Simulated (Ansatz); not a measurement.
**MoSeS (layered bulk) (P6_3mc): converging the G0W0 gap**

Wanted: a G0W0 gap for MoSeS (layered bulk) (P6_3mc) that is converged in bands and cutoff, or an estimate of the limit.

Method: G0W0 on PBEsol, plane waves, PAW; PAW set soft_1, in Ansatz 0.2.0.

The structure was built from a prototype and need not be the compound's stable phase.

## 1. Starting point

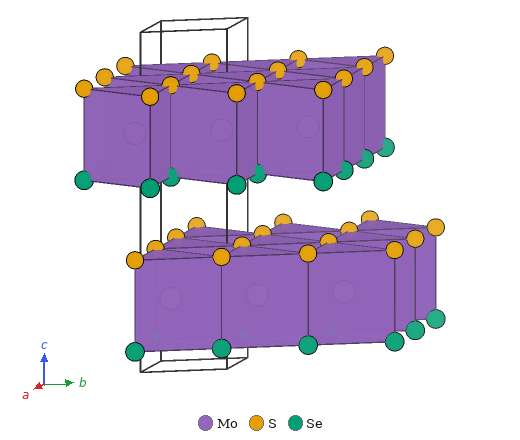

The starting structure, seen slightly off an axis (molybdenum purple, sulfur orange, selenium teal). 3×3×1 cells are drawn. Some periodic images of atoms are drawn too.

The structure was relaxed with PBEsol-D3(BJ). The runs that relaxed it are not among those shown.

## 2. 110 empty bands, screening to 60 eV

Now the one-shot GW correction: screening in the RPA, then the self-energy of the levels asked for. This step takes PAW set soft_1 files.

input.yaml reads:

```yaml
crystal:
  lattice:
    - [3.1671178746, 0.0, 0.0]
    - [-1.5835589373, 2.7428045362, 0.0]
    - [0.0, 0.0, 12.0096143063]
  atoms:
    - { symbol: Mo, position: [0.3333333333, 0.6666666667, 0.2550024429] }
    - { symbol: S, position: [0.6666666667, 0.3333333333, 0.382195575] }
    - { symbol: Se, position: [0.6666666667, 0.3333333333, 0.1128019821] }
    - { symbol: Mo, position: [0.6666666667, 0.3333333333, 0.7550024429] }
    - { symbol: S, position: [0.3333333333, 0.6666666667, 0.882195575] }
    - { symbol: Se, position: [0.3333333333, 0.6666666667, 0.6128019821] }
kpoints:
  mp_grid: { grid: [9, 9, 2] }
hamiltonian:
  xc: pbesol
  pseudopotentials: { kind: paw, azcp: { folder: soft_1 }, xc_functional: pbe }
scf:
  occupations: { method: fixed }
gw:
  n_empty_bands: 110
  ecut_chi: 60
  qp_bands: [v2, c2]
  qp_kpoints: band_edges
  screening: { model: contour_deformation }
```

On the command line:

```sh
> ansatz run input.yaml --threads 2 --pin off --max-ram 92160MiB --backend cuda --events-out ev --progress --plain --runs-dir out --devices 1 --max-vram 13GiB
```

Numbers of over 12 decimals in the logs are rounded to 6 here.

The program printed:

```text
GPUs: using 1 of 1 available (devices: 1).
Engine: ansatz 0.2.0, x86_64-unknown-linux-gnu
Pseudopotentials: kind: paw
Pseudopotential: Mo, paw, valence charge 14, recommended cutoff 420 eV (normal), soft_1/Mo.paw.azcp
Pseudopotential: S, paw, valence charge 6, recommended cutoff 420 eV (normal), soft_1/S.paw.azcp
Pseudopotential: Se, paw, valence charge 16, recommended cutoff 420 eV (normal), soft_1/Se.paw.azcp
Functional definition: PBEsol
  exchange = pbesol_x
  correlation = pbesol_c
device memory: the entry about to start is reckoned to put 1.6 GiB on a device that reports 40.7 GiB free (of which the cap on the GPU budget leaves the run 13.0 GiB)
GPU FFT provider: cuFFT
GPU libraries: cuBLAS 13.8.2, cuFFT 12.4.0, cuSOLVER 12.3.4
Crystal: 6 atoms, lattice volume = 104.325 Å³
Basis set: ecut = 420 eV, 2045 PW (Γ)
Bands: 44, of which v1, the nominal top of the filled ones, is band 36 counted from 1 (35 counted from 0)
Symmetry: 12 space group operations
Space group: P63mc (ITA 186), of the structure as read, at distance tolerance 4.7e-5 Å
k-points: 24 of 162
Non-local potential: Mo, projectors of the file, l = 0: 3, l = 1: 2, l = 2: 2, l = 3: 1
Non-local potential: S, projectors of the file, l = 0: 2, l = 1: 2, l = 2: 1
Non-local potential: Se, projectors of the file, l = 0: 2, l = 1: 2, l = 2: 3, l = 3: 1
PAW form: soft (Blöchl's): semilocal exchange-correlation on the pseudo side does not see the compensation charge
PAW frozen core: Mo, regenerated for the run's functional, and the local potential with it (the file was generated under x = pbe(κ = 0.804, μ = 0.219515), c = pbe(β = 0.066725))
PAW frozen core: S, regenerated for the run's functional, and the local potential with it (the file was generated under x = pbe(κ = 0.804, μ = 0.219515), c = pbe(β = 0.066725))
PAW frozen core: Se, regenerated for the run's functional, and the local potential with it (the file was generated under x = pbe(κ = 0.804, μ = 0.219515), c = pbe(β = 0.066725))
PAW one-centre angular grid: Mo, 590 points (default); XC on 64 Gauss nodes
PAW one-centre angular grid: S, 110 points (default); XC on 64 Gauss nodes
PAW one-centre angular grid: Se, 590 points (default); XC on 64 Gauss nodes
Initial density: superposition of atomic densities (chi_scale 0.1, normalization cell, long waves kept (reshape's long-wave potential 0.06 eV rms))
Initial wavefunctions: pseudopotential atomic-orbital guess
GPU buffer pool allocated for 46656 grid points (all kernels)
GPU transforms: local potential and band sums: pruned to the plane-wave sphere, on 24×24×81
Functional: x = pbesol(κ = 0.804, μ = 0.123457), c = pbesol(β = 0.046)
SCF iter   1: F=—  HF=-22419.913396 eV  |F-HF|=—  |Δ(HF+E_count)|=         —  Δρ=5.24e-2  dr2=5.83e0  ethr=3.10e-3  ⟨swp⟩=4.9  Hψ=3711  notcnv=0  defer=121
preconditioner: auto → Resta (q_TF=auto, 2.565 Å⁻¹)  ε∞=7.7  [insulator: Δε(μ)=0.509 eV  Ē_g=8.458 eV  n_scr=38 (ndim 8)  ℏωp=21.8 eV  f_vac=0.000  ε∞_Penn≈7.7]
SCF iter   2: F=—  HF=-22418.660588 eV  |F-HF|=—  |Δ(HF+E_count)|=    1.25e0  Δρ=2.84e-2  dr2=1.74e0  ethr=3.10e-3  ⟨swp⟩=2.1  Hψ=1620  notcnv=0  defer=92
SCF iter   3: F=—  HF=-22418.181275 eV  |F-HF|=—  |Δ(HF+E_count)|=   4.79e-1  Δρ=7.25e-3  dr2=7.09e-2  ethr=2.42e-3  ⟨swp⟩=2.5  Hψ=1488  notcnv=0  defer=100
SCF iter   4: F=—  HF=-22418.167132 eV  |F-HF|=—  |Δ(HF+E_count)|=   1.41e-2  Δρ=3.16e-3  dr2=2.57e-2  ethr=9.85e-5  ⟨swp⟩=3.0  Hψ=2115  notcnv=0  defer=141
SCF iter   5: F=—  HF=-22418.165089 eV  |F-HF|=—  |Δ(HF+E_count)|=   2.04e-3  Δρ=1.32e-3  dr2=3.00e-3  ethr=3.56e-5  ⟨swp⟩=2.0  Hψ=1286  notcnv=0  defer=142
SCF iter   6: F=—  HF=-22418.164754 eV  |F-HF|=—  |Δ(HF+E_count)|=   3.35e-4  Δρ=4.89e-4  dr2=5.08e-4  ethr=4.17e-6  ⟨swp⟩=2.0  Hψ=1876  notcnv=0  defer=144
SCF iter   7: F=—  HF=-22418.164878 eV  |F-HF|=—  |Δ(HF+E_count)|=   1.24e-4  Δρ=1.76e-4  dr2=3.80e-5  ethr=7.06e-7  ⟨swp⟩=2.0  Hψ=1794  notcnv=0  defer=135
SCF iter   8: F=—  HF=-22418.164909 eV  |F-HF|=—  |Δ(HF+E_count)|=   3.11e-5  Δρ=4.21e-5  dr2=2.02e-6  ethr=5.28e-8  ⟨swp⟩=2.0  Hψ=1488  notcnv=0  defer=75
SCF iter   9: F=—  HF=-22418.164912 eV  |F-HF|=—  |Δ(HF+E_count)|=   2.59e-6  Δρ=9.95e-6  dr2=1.13e-7  ethr=2.80e-9  ⟨swp⟩=2.1  Hψ=1467  notcnv=0  defer=76
SCF iter  10: F=-22418.164912 eV  HF=-22418.164912 eV  |F-HF|=5.93e-10  |Δ(HF+E_count)|=   1.03e-7  Δρ=2.51e-6  dr2=4.50e-9  ethr=1.39e-10  ⟨swp⟩=9.9  Hψ=3893  notcnv=0
SCF 1 converged in 10 iterations: F = -22418.164912 eV  dr2 = 4.50e-9
  greatest PAW one-centre occupation: 1.000 electrons in one spin orbital (limit 2), on the Se atom at site 2 (counted from 0), in its partial waves of l = 2
device memory: the entry about to start is reckoned to put 1.6 GiB (of the 1.8 GiB reckoned in all, the device holds 0.1 GiB already) on a device that reports 40.5 GiB free (of which the cap on the GPU budget leaves the run 12.9 GiB)
NSCF: frozen V_eff on 24 k-points, pencils in batches of 32, up to order 176
the band table was solved once the SCF had ended and its energy, with any forces and stress, was formed, with the checks that follow a solve (4147 applications of the Hamiltonian). They found nothing against the state; the energy, forces and stress were not computed again (output.eigenvalues in the input reference)
device memory: the entry about to start is reckoned to put 2.9 GiB on a device that reports 40.6 GiB free (of which the cap on the GPU budget leaves the run 13.0 GiB)
NSCF: frozen V_eff on 24 k-points
G₀W₀ screening: q 1/24
[... further progress lines ...]
device memory: the entry about to start is reckoned to put 0.6 GiB on a device that reports 42.6 GiB free (of which the cap on the GPU budget leaves the run 13.0 GiB)
NSCF: frozen V_eff on 1 k-points
device memory: the entry about to start is reckoned to put 0.6 GiB on a device that reports 42.6 GiB free (of which the cap on the GPU budget leaves the run 13.0 GiB)
NSCF: frozen V_eff on 1 k-points
SCF converged after 10 iterations
Free energy (F): -22418.164912 eV
Harris-Foulkes:  -22418.164912 eV  (|F-HF|=5.93e-10)
Internal energy: -22418.164912 eV  (E = F + TS)
E sigma→0 (E₀):  -22418.164912 eV
Fermi energy:    13.171402 eV
--- Per-component energies (eV) ---
  E_band       = -897.217029
  E_kinetic    = 1285.181497
  E_local      = -8274.221977  (includes V_loc(G=0)·N_el)
  E_nonlocal   = -335.549619
  E_hartree    = 3968.105773
  E_xc         = -699.654306
  E_vxc        = -789.691718  (∫ρ·V_xc dr)
  E_paw        = -11665.665051  (= ΣΔE_a)
  E_vpaw       = -719.147016  (= ΣTr[D̂ρ^β])
  E_aug_tail   = -0.000633  (compensation charges beyond the density's cutoff)
  E_ewald      = -6698.919998
  E_core_change = 2.559402  (= ΣΔE_core)
  E_smearing   = -0.000000  (= −TS)
  E_closure    = 0.000000  (closes the sum)
  Σ components = -22418.164912   (vs F -22418.164912, Δ=0.00e0)
--- Band table (eV; the first three rows and the last of 24) ---
  k-point 0: bands = [... 32 lower, 11.3658, 11.4702, 12.5415, 13.1714, 15.3652, 15.3652, 15.3690, 15.3690, ... 4 higher]
  k-point 1: bands = [... 32 lower, 11.3226, 11.3226, 12.9902, 12.9902, 15.3596, 15.3596, 15.3596, 15.3596, ... 4 higher]
  k-point 2: bands = [... 32 lower, 11.2960, 11.5685, 12.5254, 12.7307, 15.1112, 15.1895, 15.2387, 15.2903, ... 4 higher]
  k-point 23: bands = [... 32 lower, 10.1639, 10.1639, 12.3643, 12.3643, 14.2500, 14.2500, 15.0788, 15.0788, ... 4 higher]
--- G₀W₀: contour deformation, 7 samples at zero and on the imaginary axis and 1 off it, 162 q-points, 110 empty bands' worth ---
  eigenvalues of the whole cell's RPA ε∞ on this k-mesh (on a slab, of 1 + 4πα/V) = 9.9082, 16.9507, 16.9507; static W/v taken at q = 0 is 0.070074
  bands read: the sum over 146 bands ends inside a degenerate multiplet in 2 slots, whose members it reads at an even weight; the widest, k=0: bands 146 to 147 (counted from 1) at 1/2 each
  gw.qp_kpoints: band_edges: 17 of 24 stored k-points solved, in 1 pass; an edge of the gap read off the rows below is read off those points alone
    valence top: of the k-points left out ik 16 came nearest to being solved in a further pass, in band 36 (counted from 1, as in the quasiparticle table): it holds the edge there only if its correction is more favourable than any solved in that band by at least 0.910 eV; those differ by 0.340 eV
    conduction bottom: of the k-points left out ik 15 came nearest to being solved in a further pass, in band 37 (counted from 1, as in the quasiparticle table): it holds the edge there only if its correction is more favourable than any solved in that band by at least 0.700 eV; those differ by 0.259 eV
    ik  band        ε_KS         Σx   Σc(E_QP)       V_xc       Z   E_QP_lin       E_QP  E_QP is
     0    35     12.5415   -18.4109     1.8759   -16.7200  0.7668    12.7261    12.7265  root
     0    36     13.1714   -19.6653     0.8308   -19.3560  0.7553    13.6912    13.6929  root
     0    37     15.3652   -13.9361    -3.8642   -18.6145  0.7499    16.1937    16.1793  root
     0    38     15.3652   -13.9361    -3.8642   -18.6145  0.7499    16.1937    16.1793  root
     1    35     12.9902   -19.3272     1.1314   -18.6306  0.7585    13.4235    13.4250  root
     1    36     12.9902   -19.3272     1.1314   -18.6306  0.7585    13.4235    13.4250  root
     1    37     15.3596   -13.8833    -3.8552   -18.5370  0.7484    16.1722    16.1581  root
     1    38     15.3596   -13.8833    -3.8552   -18.5370  0.7484    16.1722    16.1581  root
     2    35     12.5254   -18.4793     1.9077   -16.7557  0.7668    12.7092    12.7096  root
     2    36     12.7307   -19.4314     1.0568   -18.8567  0.7546    13.2108    13.2128  root
     2    37     15.1112   -13.9813    -3.7934   -18.5708  0.7517    15.9210    15.9072  root
     2    38     15.1895   -13.8771    -3.7596   -18.4517  0.7575    16.0186    16.0044  root
     3    35     12.6817   -19.2290     1.2933   -18.3437  0.7575    13.0882    13.0897  root
     3    36     12.6817   -19.2290     1.2933   -18.3437  0.7575    13.0882    13.0897  root
     3    37     15.1656   -13.9897    -3.8322   -18.6522  0.7561    16.0102    15.9960  root
     3    38     15.1656   -13.9897    -3.8322   -18.6522  0.7561    16.0102    15.9960  root
     4    35     11.7737   -19.1449     1.5147   -18.0556  0.7451    12.1964    12.1990  root
     4    36     11.9044   -18.7688     1.9494   -17.0607  0.7545    12.1448    12.1456  root
     4    37     14.2107   -13.9528    -3.5343   -18.2716  0.7599    15.0049    14.9951  root
     4    38     14.7756   -14.3183    -3.5849   -18.6843  0.7502    15.5690    15.5565  root
     6    35     11.5218   -19.0107     1.6642   -17.7487  0.7436    11.9213    11.9239  root
     6    36     11.5710   -19.4491     1.9694   -17.7946  0.7548    11.8844    11.8859  root
     6    37     14.2662   -14.4471    -3.7803   -19.0732  0.7533    15.1247    15.1119  root
     6    38     14.5713   -15.3621    -3.8218   -20.0800  0.7453    15.4838    15.4674  root
[...]
22    35     12.2435   -18.6609     0.9020   -18.2543  0.7513    12.7366    12.7389  root
    22    36     12.5500   -19.2161     0.7599   -19.0068  0.7526    13.0984    13.1007  root
    22    37     14.2450   -16.1021    -3.5769   -20.6101  0.7471    15.1911    15.1761  root
    22    38     14.2450   -16.1021    -3.5769   -20.6101  0.7471    15.1911    15.1761  root
    23    35     12.3643   -18.8079     0.8201   -18.5049  0.7522    12.8791    12.8814  root
    23    36     12.3643   -18.8079     0.8201   -18.5049  0.7522    12.8791    12.8814  root
    23    37     14.2500   -16.0793    -3.5748   -20.5833  0.7473    15.1942    15.1792  root
    23    38     14.2500   -16.0793    -3.5748   -20.5833  0.7473    15.1942    15.1792  root
```

The job ended after 46 s (1 × NVIDIA H100 80GB HBM3 (shared by 6 runs) with 2 threads of AMD EPYC 7R13 (Zen 3), shared host; peak memory 1.3 GiB).

This step gave:

| Quantity | Value |
| --- | --- |
| bands summed | 146 |
| RPA ε∞ on this mesh (eigenvalues) | 9.908, 16.95, 16.95 |
| plane waves in the screening matrix | 99 |
| q-points in the mesh | 162 |
| G0W0 gap on the mesh | 0.8439 eV |
| k of the valence top | 0, 0, 0 |
| k of the conduction bottom | 0.1111, 0.2222, 0 |
| starting gap on the mesh | 0.5990 eV |
| Z at the valence top | 0.7553 |
| Z at the conduction bottom | 0.7630 |
| least direct G0W0 gap on the computed points | 2.075 eV |

The gap on the mesh goes from 0.60 eV to 0.84 eV, a correction of +0.24 eV. Between the two edge states, bare exchange in place of the xc potential would open the gap by 4.43 eV, and correlation takes back 4.18 eV.

## 3. 435 empty bands, screening to 150 eV

Bands and screening cutoff are moved together, since each hides the error of the other.

input.yaml, as its differences from that of step 2:

```diff
@@ -20,4 +20,4 @@
 gw:
-  n_empty_bands: 110
-  ecut_chi: 60
+  n_empty_bands: 435
+  ecut_chi: 150.0
   qp_bands: [v2, c2]
```

The program printed:

```text
GPUs: using 1 of 1 available (devices: 1).
[...]
GPU FFT provider: cuFFT
GPU libraries: cuBLAS 13.8.2, cuFFT 12.4.0, cuSOLVER 12.3.4
Crystal: 6 atoms, lattice volume = 104.325 Å³
Basis set: ecut = 420 eV, 2045 PW (Γ)
Bands: 44, of which v1, the nominal top of the filled ones, is band 36 counted from 1 (35 counted from 0)
[... 1 set-up line as in the run before ...]
[...]
k-points: 24 of 162
[...]
GPU buffer pool allocated for 46656 grid points (all kernels)
[...]
SCF iter   1: F=—  HF=-22419.913396 eV  |F-HF|=—  |Δ(HF+E_count)|=         —  Δρ=5.24e-2  dr2=5.83e0  ethr=3.10e-3  ⟨swp⟩=4.9  Hψ=3711  notcnv=0  defer=121
[...]
SCF iter  10: F=-22418.164912 eV  HF=-22418.164912 eV  |F-HF|=5.93e-10  |Δ(HF+E_count)|=   1.03e-7  Δρ=2.51e-6  dr2=4.50e-9  ethr=1.39e-10  ⟨swp⟩=9.9  Hψ=3893  notcnv=0
SCF 1 converged in 10 iterations: F = -22418.164912 eV  dr2 = 4.50e-9
[...]
NSCF: frozen V_eff on 24 k-points, pencils in batches of 32, up to order 176
[...]
NSCF: frozen V_eff on 24 k-points
G₀W₀ screening: q 1/24
[... further progress lines ...]
[...]
SCF converged after 10 iterations
Free energy (F): -22418.164912 eV
[...]
Internal energy: -22418.164912 eV  (E = F + TS)
E sigma→0 (E₀):  -22418.164912 eV
Fermi energy:    13.171402 eV
[...]
--- Band table (eV; the first three rows and the last of 24) ---
  k-point 0: bands = [... 32 lower, 11.3658, 11.4702, 12.5415, 13.1714, 15.3652, 15.3652, 15.3690, 15.3690, ... 4 higher]
  k-point 1: bands = [... 32 lower, 11.3226, 11.3226, 12.9902, 12.9902, 15.3596, 15.3596, 15.3596, 15.3596, ... 4 higher]
  k-point 2: bands = [... 32 lower, 11.2960, 11.5685, 12.5254, 12.7307, 15.1112, 15.1895, 15.2387, 15.2903, ... 4 higher]
  k-point 23: bands = [... 32 lower, 10.1639, 10.1639, 12.3643, 12.3643, 14.2500, 14.2500, 15.0788, 15.0788, ... 4 higher]
[...]
0    35     12.5415   -18.4109     1.3341   -16.7200  0.7601    12.1831    12.1848  root
     0    36     13.1714   -19.6653     0.2829   -19.3560  0.7463    13.1450    13.1450  root
     0    37     15.3652   -13.9361    -4.3813   -18.6145  0.7424    15.6639    15.6623  root
     0    38     15.3652   -13.9361    -4.3813   -18.6145  0.7424    15.6639    15.6623  root
     1    35     12.9902   -19.3272     0.5875   -18.6306  0.7502    12.8810    12.8811  root
     1    36     12.9902   -19.3272     0.5875   -18.6306  0.7502    12.8810    12.8811  root
     1    37     15.3596   -13.8833    -4.3705   -18.5370  0.7407    15.6444    15.6429  root
     1    38     15.3596   -13.8833    -4.3705   -18.5370  0.7407    15.6444    15.6429  root
[...]
23    35     12.3643   -18.8079     0.3510   -18.5049  0.7450    12.4123    12.4123  root
    23    36     12.3643   -18.8079     0.3510   -18.5049  0.7450    12.4123    12.4123  root
    23    37     14.2500   -16.0793    -4.0818   -20.5833  0.7372    14.6750    14.6722  root
    23    38     14.2500   -16.0793    -4.0818   -20.5833  0.7372    14.6750    14.6722  root
```

The job ended after 1.8 min (1 × NVIDIA H100 80GB HBM3 (shared by 6 runs) with 2 threads; peak memory 2.4 GiB).

This step gave:

* bands summed: 471
* RPA ε∞ on this mesh (eigenvalues): 9.798, 16.33, 16.33
* plane waves in the screening matrix: 461
* q-points in the mesh: 162
* G0W0 gap on the mesh: 0.9382 eV
* k of the valence top: 0, 0, 0
* k of the conduction bottom: 0.1111, 0.2222, 0
* starting gap on the mesh: 0.5990 eV
* Z at the valence top: 0.7463
* Z at the conduction bottom: 0.7557
* least direct G0W0 gap on the computed points: 2.063 eV

Against the run with 9×9×2 mesh, 110 empty bands, screening to 60 eV, PAW set soft_1 files, the gap moves by +0.09 eV.

## 4. Side by side

Times are wall times on 1 × NVIDIA H100 80GB HBM3 (shared by 6 runs) with 2 threads of AMD EPYC 7R13 (Zen 3), shared host, good to a factor of about two.

| mesh | files | frequency | bands summed | cutoff (eV) | start (eV) | G0W0 (eV) | time | host memory (GiB) |
| --- | --- | --- | --- | --- | --- | --- | --- | --- |
| 9×9×2 | PAW set soft_1 | contour deformation | 146 | 60 | 0.599 | 0.844 | 46 s | 1.3 |
| 9×9×2 | PAW set soft_1 | contour deformation | 471 | 150 | 0.599 | 0.938 | 1.8 min | 2.4 |

The parts of the quasiparticle energy at the two band edges (eV; QP = start + Σx + Σc − Vxc):

| run | edge | start | Σx | Σc | Vxc | Z | QP |
| --- | --- | --- | --- | --- | --- | --- | --- |
| 146 bands | valence top | 13.17 | -19.67 | 0.83 | -19.36 | 0.76 | 13.69 |
| 146 bands | conduction bottom | 13.77 | -13.84 | -3.35 | -17.96 | 0.76 | 14.54 |
| 471 bands | valence top | 13.17 | -19.67 | 0.28 | -19.36 | 0.75 | 13.14 |
| 471 bands | conduction bottom | 13.77 | -13.84 | -3.81 | -17.96 | 0.76 | 14.08 |

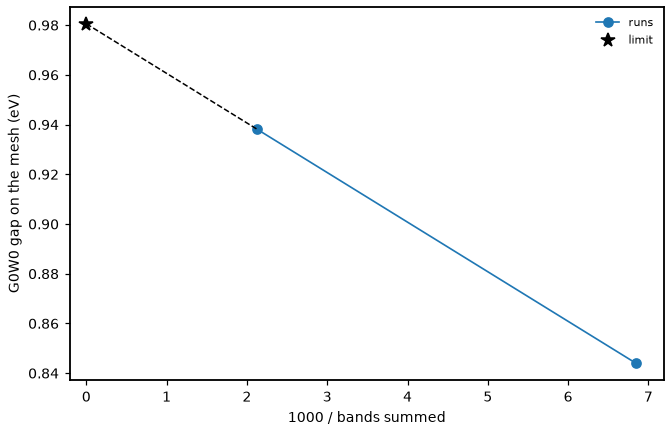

The gap against one over the number of bands; the dashed line carries the two highest rungs to the limit.

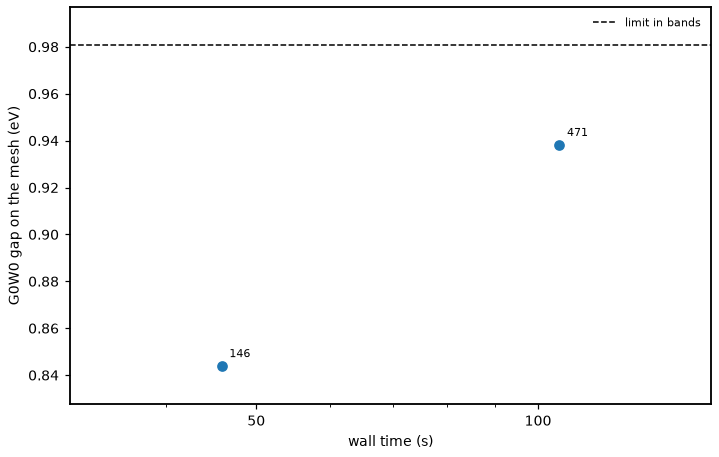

Result against wall time.

## 5. Outcome

```yaml
146_bands_60_ev: 0.844 eV
471_bands_150_ev: 0.938 eV
estimated_limit_in_bands_and_cutoff: 0.98 eV
mesh_and_start: 9×9×2, PBEsol
```

A line in one over the bands through the two rungs gives 0.98 eV, +0.04 eV from the top rung; with two points alone it is an unchecked estimate. The rungs stand 0.14 eV (146 bands) and 0.04 eV (471 bands) from it. From 146 to 471 bands the gap moves by +0.09 eV while the time grows 2.3-fold. Σc changes by −0.55 eV at the valence top and −0.45 eV at the conduction bottom, so the levels themselves move more than the gap between them. The 9×9×2 mesh misses a band edge: over a band path and its finer mesh (run apart) the PBEsol gap is 0.50 eV, so the G0W0 gap over the zone may lie about 0.10 eV below its value on the mesh. The many-body steps are scalar-relativistic: spin-orbit coupling is not in them.

[Paths, hosts, dates, memory and timing lines, banners, echoed tables and standing remarks are left out of the program output.]

[Logs are printed without paths, hosts, clocks, repeated set-up lines and the standing remarks that a program may print on its own settings, such as how far it seeks lower states.]

[Runs of the session that timed out or met a known fault of the program may be left out.]

[Cells called generated may have been cut or substituted from an entry of the Crystallography Open Database or the Materials Project.]

[Hosts, paths, dates, database ids (printed as entryN), source tags and the programs' standing remarks are cut or masked in the printed files.]
